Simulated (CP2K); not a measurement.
# C3H9BO (SMILES BC(C)CO): PM3

Aim: the vertical electron affinity of C3H9BO at PM3, from 2 runs. 

The results are computed with CP2K 2026.2.

2 further runs of the same task are left out: 2 set aside as unsound or not needed.

## Step 1: The structure to begin with

The species is C3H9BO (14 atoms), meant as a singlet with charge 0. As SMILES, `BC(C)CO`. Geometry: a rough force-field guess. This is one conformer, not always the lowest.

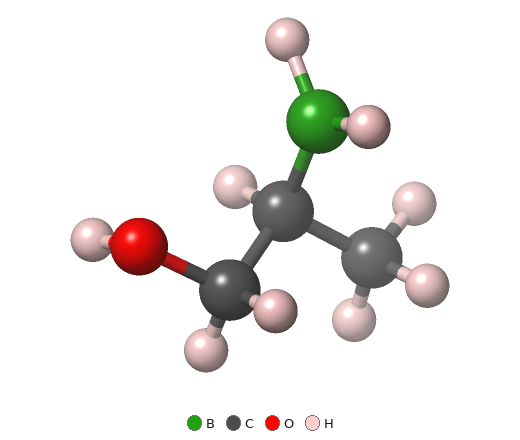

Viewed from a chosen angle; boron green, carbon dark grey, oxygen red, hydrogen pink.

## Step 2: The energy at PM3

Contents of qs.inp:

```
&global
 project qs
 run_type ENERGY
 print_level MEDIUM
&end global

&force_eval
 method Quickstep
 &dft
  ! Quickstep
  &qs
   method PM3
   eps_default 1.0E-10
   &se
    &coulomb
     cutoff [angstrom] 50
     rc_range [angstrom] 0
    &end coulomb
    &exchange
     cutoff [angstrom] 50
     rc_range [angstrom] 0
    &end exchange
   &end se
  &end qs
  ! cluster boundary conditions
  &poisson
   periodic NONE
   poisson_solver ANALYTIC
  &end poisson
  ! SCF settings
  &scf
   scf_guess ATOMIC
   eps_scf 1.0E-07
   max_scf 100
   added_mos 2
   &diagonalization
    algorithm STANDARD
   &end diagonalization
   &mixing
    method DIRECT_P_MIXING
    alpha 0.4
   &end mixing
  &end scf
  ! extra output
  &print
   &moments
    periodic F
    reference COM
    max_moment 1
   &end moments
   &mo ON
    energies T
    occupation_numbers T
    ndigits 6
    &each
     qs_scf 0
    &end each
    add_last NUMERIC
   &end mo
   &hirshfeld OFF
   &end hirshfeld
  &end print
 &end dft
 &subsys
  ! vacuum box
  &cell
   abc 12 11.1 12.2
   periodic NONE
  &end cell
  &coord
   UNIT bohr
   B     -1.9396149     0.4395503     2.3408038
   C     -0.0587705     0.6914508     0.0338261
   C      2.5847674     0.8416840     1.0467193
   C     -0.1997441    -1.5469298    -1.7735080
   O     -2.7493625    -1.6181725    -2.8988399
   H     -1.9751417    -1.1774883     3.7246502
   H     -3.5116781     2.1291544     2.6030977
   H     -0.3664179     2.4978400    -1.0427509
   H      4.0213372     1.0788446    -0.4270781
   H      3.1320321    -0.8962971     2.1966176
   H      2.8413922     2.5067217     2.3729291
   H     -0.0109604    -3.3508624    -0.6886162
   H      1.0319794    -1.4269322    -3.3070207
   H     -2.8240067    -0.2239325    -4.1262170
  &end coord
  &topology
   &center_coordinates
   &end center_coordinates
  &end topology
 &end subsys
&end force_eval
```

Launch:

```console
$ OMP_NUM_THREADS=1 cp2k.psmp qs.inp > qs.out
```

The program printed:

```text
CP2K| version string:                                       CP2K version 2026.2
[...]
 GLOBAL| Method name                                                        CP2K
[...]
 GLOBAL| Run type                                                         ENERGY
[...]
                             - Atoms:                                         14
[...]
                             - Spherical basis functions:                     29
[...]
 Number of electrons:                                                         30
[...]
     1 P_Mix/Diag. 0.40E+00    0.0     0.71032676       -22.8281750457 -2.28E+01
[...]
    20 DIIS/Diag.  0.66E-07    0.0     0.00000006       -31.0731342932 -9.24E-14
  *** SCF run converged in    20 steps ***
  Core-core repulsion energy [eV]:                           2284.18170082622146
  Core Hamiltonian energy [eV]:                             -1286.06321628270985
  Two-electron integral energy [eV]:                        -3687.32293884227465
  Electronic energy [eV]:                                   -3129.72468570384763
  Total energy [eV]:                                         -845.54298487762594
  Atomic reference energy [eV]:                               843.83459143848961
  Heat of formation [kcal/mol]:                               -39.39649174028326
[...]
 SE_DIPOLE| Moment [Debye]         -1.43984017      -1.00700596       0.21875330
 SE_DIPOLE| Derivative [a.u.]       0.00000000       0.00000000       0.00000000
 ENERGY| Total FORCE_EVAL ( QS ) energy [hartree]            -31.073134293164635
[...]
```

Run time: 1.1 s. Hardware: 1 thread of Intel Xeon Platinum 8488C (Sapphire Rapids), shared host; peak memory 0.19 GiB.

## Step 3: The doublet anion, same level

Contents of run.inp:

```
&GLOBAL
  PROJECT run
  RUN_TYPE ENERGY
  PRINT_LEVEL MEDIUM
&END GLOBAL

&FORCE_EVAL
  METHOD Quickstep
  &DFT
    CHARGE -1
    MULTIPLICITY 2
    LSD T
    &QS
      METHOD PM3
      EPS_DEFAULT 1.0E-10
      &SE
        &COULOMB
          CUTOFF [angstrom] 50
          RC_RANGE [angstrom] 0
        &END COULOMB
        &EXCHANGE
          CUTOFF [angstrom] 50
          RC_RANGE [angstrom] 0
        &END EXCHANGE
      &END SE
    &END QS
    &POISSON
      PERIODIC NONE
      POISSON_SOLVER ANALYTIC
    &END POISSON
    &SCF
      SCF_GUESS ATOMIC
      EPS_SCF 1.0E-07
      MAX_SCF 100
      ADDED_MOS 2
      &DIAGONALIZATION
        ALGORITHM STANDARD
      &END DIAGONALIZATION
      &MIXING
        METHOD DIRECT_P_MIXING
        ALPHA 0.4
      &END MIXING
    &END SCF
    &PRINT
      &MOMENTS
        PERIODIC F
        REFERENCE COM
        MAX_MOMENT 1
      &END MOMENTS
      &MO ON
        ENERGIES T
        OCCUPATION_NUMBERS T
        NDIGITS 6
        &EACH
          QS_SCF 0
        &END EACH
        ADD_LAST NUMERIC
      &END MO
      &HIRSHFELD OFF
      &END HIRSHFELD
    &END PRINT
  &END DFT
  &SUBSYS
    &CELL
      ABC 12 11.1 12.2
      PERIODIC NONE
    &END CELL
    &COORD
      UNIT bohr
      B     -1.9396149     0.4395503     2.3408038
      C     -0.0587705     0.6914508     0.0338261
      C      2.5847674     0.8416840     1.0467193
      C     -0.1997441    -1.5469298    -1.7735080
      O     -2.7493625    -1.6181725    -2.8988399
      H     -1.9751417    -1.1774883     3.7246502
      H     -3.5116781     2.1291544     2.6030977
      H     -0.3664179     2.4978400    -1.0427509
      H      4.0213372     1.0788446    -0.4270781
      H      3.1320321    -0.8962971     2.1966176
      H      2.8413922     2.5067217     2.3729291
      H     -0.0109604    -3.3508624    -0.6886162
      H      1.0319794    -1.4269322    -3.3070207
      H     -2.8240067    -0.2239325    -4.1262170
    &END COORD
    &TOPOLOGY
      &CENTER_COORDINATES
      &END CENTER_COORDINATES
    &END TOPOLOGY
  &END SUBSYS
&END FORCE_EVAL
```

Launch:

```console
$ OMP_NUM_THREADS=1 cp2k.psmp -i run.inp > run.out 2>&1
```

The program printed:

```text
CP2K| version string:                                       CP2K version 2026.2
[...]
 GLOBAL| Method name                                                        CP2K
[...]
 GLOBAL| Run type                                                         ENERGY
[...]
                             - Atoms:                                         14
[...]
                             - Spherical basis functions:                     29
[...]
 Number of electrons:                                                         16
[...]
     1 P_Mix/Diag. 0.40E+00    0.0     0.35406432       -23.0008935998 -2.30E+01
[...]
    93 DIIS/Diag.  0.84E-07    0.0     0.00000010       -31.0529197133 -4.97E-14
  *** SCF run converged in    93 steps ***
  Core-core repulsion energy [eV]:                           2284.18170082622146
  Core Hamiltonian energy [eV]:                             -1303.22373541376464
  Two-electron integral energy [eV]:                        -3651.90176719668989
  Electronic energy [eV]:                                   -3129.17461901210936
  Total energy [eV]:                                         -844.99291818588824
  Atomic reference energy [eV]:                               843.83459143848961
  Heat of formation [kcal/mol]:                               -26.71165147971259
[...]
 SE_DIPOLE| Moment [Debye]         -4.20572545       0.86093410       6.01501231
 SE_DIPOLE| Derivative [a.u.]       0.00000000       0.00000000       0.00000000
 ENERGY| Total FORCE_EVAL ( QS ) energy [hartree]            -31.052919713316825
[...]
```

Wall time 1.7 s (1 thread of Intel Xeon Platinum 8488C (Sapphire Rapids), shared host); peak memory 0.19 GiB.

## Step 4: Outcome

Level: PM3.

```
                                         quantity           value
                     singlet C3H9BO: total energy    -31.07313 Eh
                    singlet C3H9BO: dipole moment          1.77 D
                      singlet C3H9BO: HOMO energy       -10.96 eV
                      singlet C3H9BO: LUMO energy         0.92 eV
                    singlet C3H9BO: HOMO–LUMO gap        11.88 eV
                singlet C3H9BO: heat of formation  -39.4 kcal/mol
                      doublet anion: total energy    -31.05292 Eh
doublet anion: HOMO energy (highest over α and β)         0.18 eV
 doublet anion: LUMO energy (lowest over α and β)         5.37 eV
                 doublet anion: heat of formation  -26.7 kcal/mol
vertical electron affinity (to the doublet anion)       -0.550 eV
```

In words: The anion lies 0.55 eV (12.7 kcal/mol) above the neutral: the electron isn't bound at this level. The HOMO (doublet anion) lies at positive energy, 0.18 eV: the electron is unbound at this level or held by a compact basis; values depend on the basis.
